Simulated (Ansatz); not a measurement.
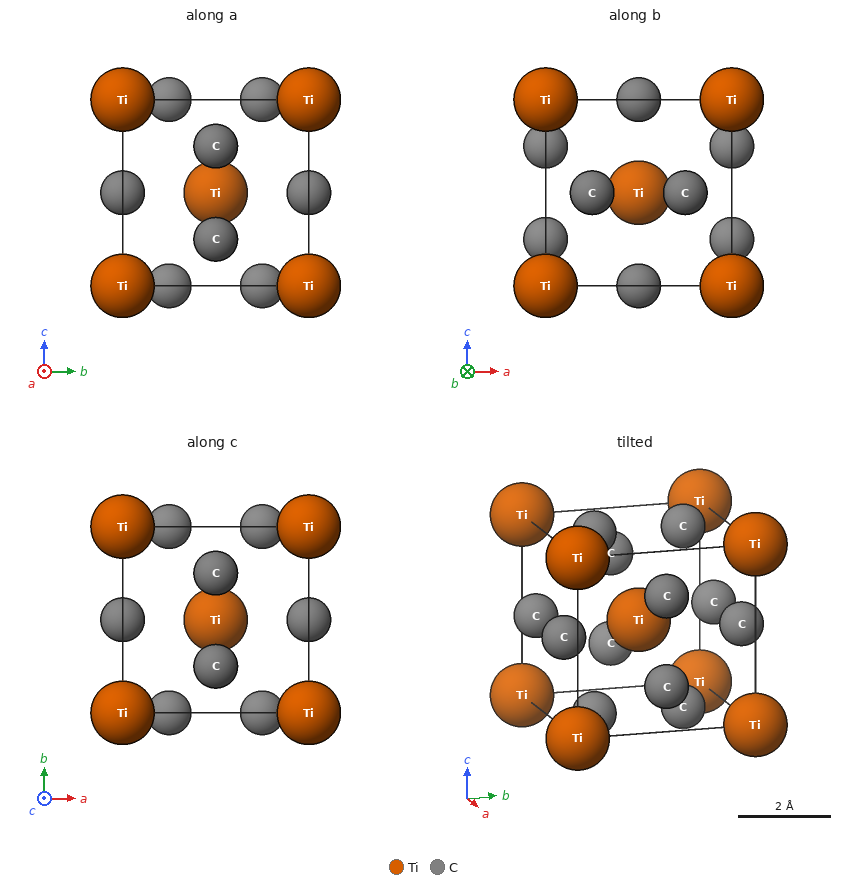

A spheres-only rendering, viewed along the a axis, along the b axis, along the c axis and slightly off an axis. The box is the conventional unit cell; atoms on or close to its faces, edges and corners are drawn wherever they repeat.

Lattice parameters: a = 4.0593 Å, b = 4.0593 Å, c = 4.0593 Å, α = 90.000°, β = 90.000°, γ = 90.000°.

Give the atomic positions as a CIF with its space group and independent sites.

```cif
data_structure
_symmetry_space_group_name_H-M 'P m -3 n'
_symmetry_Int_Tables_number 223
_cell_length_a 4.0593
_cell_length_b 4.0593
_cell_length_c 4.0593
_cell_angle_alpha 90.000
_cell_angle_beta 90.000
_cell_angle_gamma 90.000
_cell_volume 66.89
loop_
_atom_site_label
_atom_site_type_symbol
_atom_site_symmetry_multiplicity
_atom_site_Wyckoff_symbol
_atom_site_fract_x
_atom_site_fract_y
_atom_site_fract_z
_atom_site_occupancy
Ti1 Ti 2 a 0.0000 0.0000 0.0000 1
C1 C 6 c 0.2500 0.0000 0.5000 1
```

Source of the structure: a structure type filled with these elements by a generator (whether the compound takes this form wasn't checked). Earlier steps of the study may have refined or changed the cell and positions. A calculation with Ansatz used it as input.
